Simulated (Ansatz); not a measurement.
**H3N: relaxing the atoms**

The task, for H3N: 2 runs in a chain (relaxing the atoms).

Program: Ansatz 0.2.0. Level of theory: DFT PBE, Gaussian basis def2-tzvp, and further levels as typed in the inputs. These are calculated values, not measurements.

**1. Starting point**

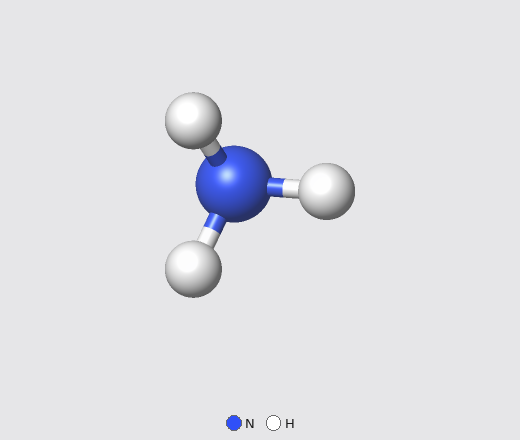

The starting structure, seen from a chosen angle (nitrogen blue, hydrogen white).

Structure file:

```xyz
4

N     0.0000    0.0000    0.1200
H     0.0000    0.9400   -0.2700
H     0.8100   -0.4700   -0.2700
H    -0.8100   -0.4700   -0.2700
```

**2. Relaxing the atoms: H3N**

input.yaml reads:

```yaml
relax:
  f_tol: 0.001
  max_steps: 200
crystal:
  periodic: [false, false, false]
  atoms:
    - { symbol: "N", position_ang: [0.0, 0.0, 0.12] }
    - { symbol: H, position_ang: [0.0, 0.94, -0.27] }
    - { symbol: H, position_ang: [0.81, -0.47, -0.27] }
    - { symbol: H, position_ang: [-0.81, -0.47, -0.27] }
basis:
  gaussian: { orbitals: def2-tzvp }
hamiltonian:
  xc: pbe
```

Command:

```sh
$ ansatz run input.yaml --threads 4 --pin off --max-ram 6144MiB --backend cpu --events-out ev --progress --plain --runs-dir out
```

The log of the run, cut to the lines that bear on the results:

```text
Warning: RAYON_NUM_THREADS=4 ignored (pool sized by the plan → 4); use --threads N
[...]
Functional definition: PBE
[...]
287 factors; their error is unknown
[...]
mean field -1537.65925381 eV, -56.5079353146 hartree, gradient 6.1e-5 eV, S^2 0.000000; 0 other end points of the search recorded, 0 dependent functions left out
[...]
reference -1537.65927461 eV, -56.5079360789 hartree; 5, 5 occupied and 44, 44 virtual orbitals, 287 factors
relax step   1: F+E_penalty+E_count = -1537.65925381 eV  Δ(F+E_penalty+E_count) = +0.000e0 eV  max|allowed force component| = 3.009e-1 eV/Å  Δτ_max = 0.0000 Å  (23 SCF iters, accepted)
[...]
relax step   4: F+E_penalty+E_count = -1537.66261650 eV  Δ(F+E_penalty+E_count) = -1.312e-5 eV  max|allowed force component| = 1.228e-3 eV/Å  Δτ_max = 0.0012 Å  (26 SCF iters, accepted)
[...]
relax step   5: F+E_penalty+E_count = -1537.66261657 eV  Δ(F+E_penalty+E_count) = -7.438e-8 eV  max|allowed force component| = 6.466e-4 eV/Å  Δτ_max = 0.0001 Å  (26 SCF iters, accepted)
287 factors; their error is unknown
[...]
mean field -1537.66261657 eV, -56.5080588938 hartree, gradient 1.3e-5 eV, S^2 0.000000; 1 other end points of the search recorded, 0 dependent functions left out
[...]
reference -1537.66263732 eV, -56.5080596565 hartree; 5, 5 occupied and 44, 44 virtual orbitals, 287 factors
Total energy: -1537.66263732 eV, -56.5080596565 hartree
Atom 0 at     0.000000     0.000022     0.120448 Å, force    -0.000000    -0.000647     0.000122 eV/Å
Atom 1 at    -0.000000     0.944867    -0.270144 Å, force    -0.000000     0.000022    -0.000219 eV/Å
Atom 2 at     0.818237    -0.472444    -0.270152 Å, force     0.000272     0.000312     0.000048 eV/Å
Atom 3 at    -0.818237    -0.472444    -0.270152 Å, force    -0.000272     0.000312     0.000048 eV/Å
Dipole moment:    -0.000000    -0.000013    -0.352925 e Å
```

It took 1.5 s on 4 threads of Arm Neoverse N1, shared host; peak memory 0.081 GiB.

Step by step:

```csv
step,E - E(step 1) (eV),largest force component (eV/Å)
1,0.0000,0.3009
2,-0.0032,0.0757
3,-0.0033,0.0182
4,-0.0034,0.0012
5,-0.0034,0.0006
```

Step 1 is the start.

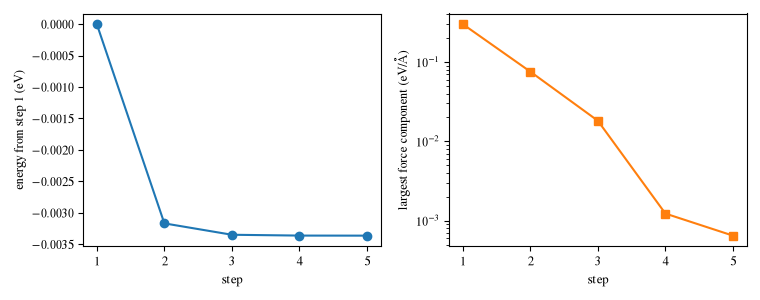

Energy and largest force along the relaxation.

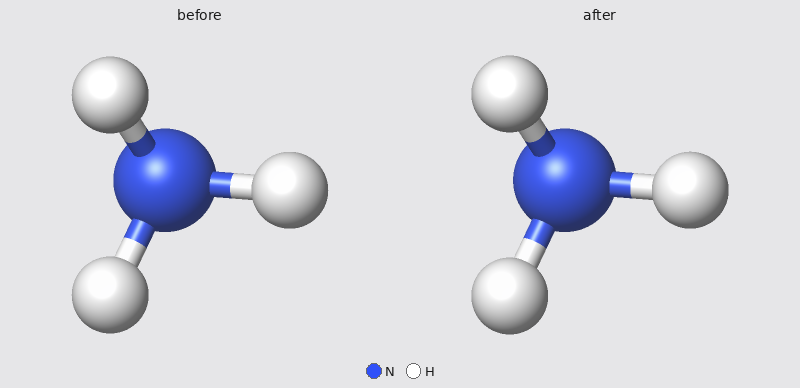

Before and after, at one scale. The change is too small to see at this scale.

Before: Bond lengths: N1–H2 1.018 Å, N1–H3 1.014 Å, N1–H4 1.014 Å. Angles: H2–N1–H3 106.3°, H2–N1–H4 106.3°, H3–N1–H4 106.0°.

After: Bond lengths: N1–H2 1.022 Å, N1–H3 1.022 Å, N1–H4 1.022 Å. Angles: H2–N1–H3 106.3°, H2–N1–H4 106.3°, H3–N1–H4 106.3°.

**3. Relaxing the atoms: PBE0, Gaussian basis def2-tzvp**

It takes the final geometry of step 2.

input.yaml reads:

```yaml
relax:
  f_tol: 0.001
  max_steps: 200
crystal:
  periodic: [false, false, false]
  atoms:
    - { symbol: "N", position_ang: [0.0, 2.161e-05, 0.12044843] }
    - { symbol: H, position_ang: [0.0, 0.94486703, -0.270144] }
    - { symbol: H, position_ang: [0.8182372, -0.47244432, -0.27015222] }
    - { symbol: H, position_ang: [-0.8182372, -0.47244432, -0.27015222] }
basis:
  gaussian: { orbitals: def2-tzvp }
hamiltonian:
  xc: pbe0
```

Command:

```sh
$ ansatz run input.yaml --threads 4 --pin off --max-ram 6144MiB --backend cpu --events-out ev --progress --plain --runs-dir out
```

The log of the run, cut to the lines that bear on the results:

```text
Warning: RAYON_NUM_THREADS=4 ignored (pool sized by the plan → 4); use --threads N
[...]
Functional definition: PBE0
[...]
287 factors; their error is unknown
[...]
mean field -1537.79336742 eV, -56.5128638988 hartree, gradient 1.3e-5 eV, S^2 0.000000; 0 other end points of the search recorded, 0 dependent functions left out
[...]
reference -1537.79338362 eV, -56.5128644944 hartree; 5, 5 occupied and 44, 44 virtual orbitals, 287 factors
relax step   1: F+E_penalty+E_count = -1537.79336742 eV  Δ(F+E_penalty+E_count) = +0.000e0 eV  max|allowed force component| = 4.696e-1 eV/Å  Δτ_max = 0.0000 Å  (23 SCF iters, accepted)
[...]
relax step   4: F+E_penalty+E_count = -1537.79931148 eV  Δ(F+E_penalty+E_count) = -1.815e-4 eV  max|allowed force component| = 1.241e-3 eV/Å  Δτ_max = 0.0041 Å  (26 SCF iters, accepted)
[...]
relax step   5: F+E_penalty+E_count = -1537.79931172 eV  Δ(F+E_penalty+E_count) = -2.383e-7 eV  max|allowed force component| = 5.495e-5 eV/Å  Δτ_max = 0.0002 Å  (26 SCF iters, accepted)
287 factors; their error is unknown
[...]
mean field -1537.79931172 eV, -56.5130823480 hartree, gradient 8.6e-6 eV, S^2 0.000000; 1 other end points of the search recorded, 0 dependent functions left out
[...]
reference -1537.79932800 eV, -56.5130829463 hartree; 5, 5 occupied and 44, 44 virtual orbitals, 287 factors
Total energy: -1537.79932800 eV, -56.5130829463 hartree
Atom 0 at     0.000000     0.000000     0.109196 Å, force    -0.000000    -0.000013     0.000044 eV/Å
Atom 1 at    -0.000000     0.940277    -0.266399 Å, force    -0.000000    -0.000055    -0.000018 eV/Å
Atom 2 at     0.814303    -0.470139    -0.266399 Å, force    -0.000043     0.000034    -0.000013 eV/Å
Atom 3 at    -0.814303    -0.470139    -0.266399 Å, force     0.000043     0.000034    -0.000013 eV/Å
Dipole moment:    -0.000000    -0.000000    -0.352520 e Å
```

Wall time 1.6 s (4 threads of Arm Neoverse N1, shared host); peak memory 0.083 GiB.

Step by step:

```csv
step,energy from step 1 (eV),largest force component (eV/Å)
1,0.0000,0.4696
2,-0.0050,0.1974
3,-0.0058,0.0508
4,-0.0059,0.0012
5,-0.0059,0.0001
```

Step 1 is the start.

Before: Bond lengths: N1–H2 1.022 Å, N1–H3 1.022 Å, N1–H4 1.022 Å. Angles: H2–N1–H3 106.3°, H2–N1–H4 106.3°, H3–N1–H4 106.3°.

After: Bond lengths: N1–H2 1.013 Å, N1–H3 1.013 Å, N1–H4 1.013 Å. Angles: H2–N1–H3 107.1°, H2–N1–H4 107.1°, H3–N1–H4 107.1°.

**4. Summary of results**

| step | level | energy (eV) | charge | 2S+1 typed | ⟨S²⟩ | dipole (D) | time |
| --- | --- | --- | --- | --- | --- | --- | --- |
| 2 | PBE, Gaussian basis def2-tzvp | -1537.663 | 0 | 1 | 0.00 | 1.70 | 1.5 s |
| 3 | PBE0, Gaussian basis def2-tzvp | -1537.799 | 0 | 1 | 0.00 | 1.69 | 1.6 s |

Totals of different systems or levels have different zeros; only balanced differences at one level mean anything.

In words: The rows set the runs side by side; convergence of the settings was not tested in this session.
